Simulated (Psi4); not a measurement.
**C2HFN+ (SMILES Fc1[cH+]n1) at TPSS/def2-TZVPPD (density fitting, sweep point 5)**

What is the vertical electron affinity of C2HFN+ at TPSS/def2-TZVPPD (density fitting, sweep point 5)? 

The results are computed with Psi4 1.11.

## Step 1: The molecule

C2HFN+ has 5 atoms, charge +1, and is taken as a singlet. As SMILES, `Fc1[cH+]n1`. The shape is that of a GFN2-xTB optimisation.

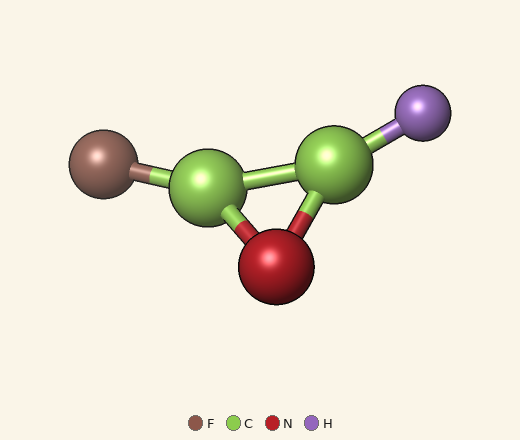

The structure, seen from a chosen angle (fluorine brown, carbon green, nitrogen red, hydrogen purple).

## Step 2: The energy at TPSS/def2-TZVPPD (density fitting, sweep point 5)

Input file calc.in:

```
memory 1600 mb

molecule {
  1 1
  F      0.28262744    -2.92259373     1.95543190
  C     -0.09562014    -1.16136898     0.46577970
  C      0.18009090     1.27237150    -0.39812750
  N     -1.24113432    -0.38550413    -1.65201748
  H      0.87403613     3.19709535    -0.37106662
  units au
  symmetry c1
}

set puream true
set scf_type df
set dft_radial_points 99
set dft_spherical_points 590

e, wfn = energy('tpss/def2-TZVPPD', return_wfn=True)
```

Started as:

```
$ psi4 -n 1 calc.in calc.out
```

calc.out:

```text
[...]
  Running in c1 symmetry.
[...]
  Nuclear repulsion =  102.200524204000004
[...]
  Multiplicity = 1
[...]
  Nalpha       = 14
  Nbeta        = 14
[...]
    Number of basis functions: 168
[...]
   @DF-RKS iter   1:  -230.97162671917869    3.12895e-01   3.14897e-03 ADIIS/DIIS
[...]
   @DF-RKS iter   9:  -231.08962742530463   -1.02575e-08   1.49993e-07 DIIS
[...]
    Orbital Energies [Eh]
    ---------------------
    Doubly Occupied:
       1A    -24.781767     2A    -14.474892     3A    -10.464769
       4A    -10.395699     5A     -1.530347     6A     -1.307545
       7A     -0.894935     8A     -0.882548     9A     -0.801216
      10A     -0.779999    11A     -0.746307    12A     -0.680282
      13A     -0.674031    14A     -0.557783
[...]
  @DF-RKS Final Energy:  -231.08962742530463
   => Energetics <=
    Nuclear Repulsion Energy =            102.2005242040000041
    One-Electron Energy =                -509.2776068153104916
    Two-Electron Energy =                 204.2444744233820870
    DFT Exchange-Correlation Energy =     -28.2570192373761984
    Empirical Dispersion Energy =           0.0000000000000000
    VV10 Nonlocal Energy =                  0.0000000000000000
    Total Energy =                       -231.0896274253046272
[...]
 Multipole Moments:
 ------------------------------------------------------------------------------------
     Multipole            Electronic (a.u.)      Nuclear  (a.u.)        Total (a.u.)
 ------------------------------------------------------------------------------------
 L = 1.  Multiply by 2.5417464519 to convert [e a0] to [Debye]
 Dipole X            :          0.1425901            0.2936069            0.4361970
 Dipole Y            :         -1.7808377            3.0410754            1.2602376
 Dipole Z            :          1.1469740           -1.1565381           -0.0095641
 Magnitude           :                                                    1.3336259
[...]
```

Wall time 74 s (1 thread of Intel Xeon Platinum 8175M at 2.50GHz (Skylake/Cascade Lake), shared host); peak memory 1.3 GiB.

## Step 3: Doublet neutral C2HFN

Input file input.dat:

```
memory 1600 MB

molecule geom {
  0 2
  F      0.28262744    -2.92259373     1.95543190
  C     -0.09562014    -1.16136898     0.46577970
  C      0.18009090     1.27237150    -0.39812750
  N     -1.24113432    -0.38550413    -1.65201748
  H      0.87403613     3.19709535    -0.37106662
  units bohr
  symmetry c1
}

set basis def2-TZVPPD
set reference uks
set puream true
set scf_type df
set dft_radial_points 99
set dft_spherical_points 590
set maxiter 150

energy_value = energy("tpss")
```

Started as:

```
$ psi4 -n 1 input.dat output.dat
```

output.dat:

```text
[...]
  Running in c1 symmetry.
[...]
  Nuclear repulsion =  102.200524204000004
[...]
  Multiplicity = 2
[...]
  Nalpha       = 15
  Nbeta        = 14
[...]
    Number of basis functions: 168
[...]
   @DF-UKS iter   1:  -230.99475091877508    2.89771e-01   5.15087e-03 ADIIS/DIIS
[...]
   @DF-UKS iter  11:  -231.34306661968054   -3.16697e-08   2.06306e-07 DIIS
[...]
   @S^2 Observed:                7.654346240E-01
[...]
    Orbital Energies [Eh]
    ---------------------
    Alpha Occupied:
       1A    -24.523622     2A    -14.118707     3A    -10.157403
       4A    -10.043828     5A     -1.277127     6A     -0.981436
       7A     -0.640836     8A     -0.584401     9A     -0.518626
      10A     -0.511180    11A     -0.468134    12A     -0.389238
      13A     -0.382252    14A     -0.258615    15A     -0.116142
    Alpha Virtual:
      16A     -0.067129    17A     -0.014884    18A      0.016084
      19A      0.044778    20A      0.060907    21A      0.067297
      22A      0.076397    23A      0.101907    24A      0.129143
      25A      0.145677    26A      0.146610    27A      0.172910
[...]
  @DF-UKS Final Energy:  -231.34306661968054
   => Energetics <=
    Nuclear Repulsion Energy =            102.2005242040000041
    One-Electron Energy =                -517.7750703613220367
    Two-Electron Energy =                 212.8486825175515378
    DFT Exchange-Correlation Energy =     -28.6172029799100187
    Empirical Dispersion Energy =           0.0000000000000000
    VV10 Nonlocal Energy =                  0.0000000000000000
    Total Energy =                       -231.3430666196805419
[...]
 Multipole Moments:
 ------------------------------------------------------------------------------------
     Multipole            Electronic (a.u.)      Nuclear  (a.u.)        Total (a.u.)
 ------------------------------------------------------------------------------------
 L = 1.  Multiply by 2.5417464519 to convert [e a0] to [Debye]
 Dipole X            :          0.1639110            0.2936069            0.4575179
 Dipole Y            :         -2.9277606            3.0410754            0.1133147
 Dipole Z            :          1.7803611           -1.1565381            0.6238230
 Magnitude           :                                                    0.7818683
[...]
```

Run time: 2.4 min. Hardware: 1 thread of Intel Xeon Platinum 8175M at 2.50GHz (Skylake/Cascade Lake), shared host; peak memory 1.3 GiB.

## Step 4: Results

Level: TPSS/def2-TZVPPD (density fitting, sweep point 5).

| quantity | value |
| --- | --- |
| singlet C2HFN+: total energy | -231.08963 Eh |
| singlet C2HFN+: HOMO energy | -15.18 eV |
| singlet C2HFN+: LUMO energy | -10.67 eV |
| singlet C2HFN+: HOMO–LUMO gap | 4.51 eV |
| doublet neutral C2HFN: total energy | -231.34307 Eh |
| doublet neutral C2HFN: dipole moment | 1.99 D |
| doublet neutral C2HFN: HOMO energy (highest over α and β) | -3.16 eV |
| doublet neutral C2HFN: LUMO energy (lowest over α and β) | -1.83 eV |
| doublet neutral C2HFN: ⟨S²⟩ | 0.765 |
| vertical electron affinity (to the doublet neutral) | 6.896 eV |

In words: At fixed nuclei the extra electron is bound by 6.90 eV (665 kJ/mol).
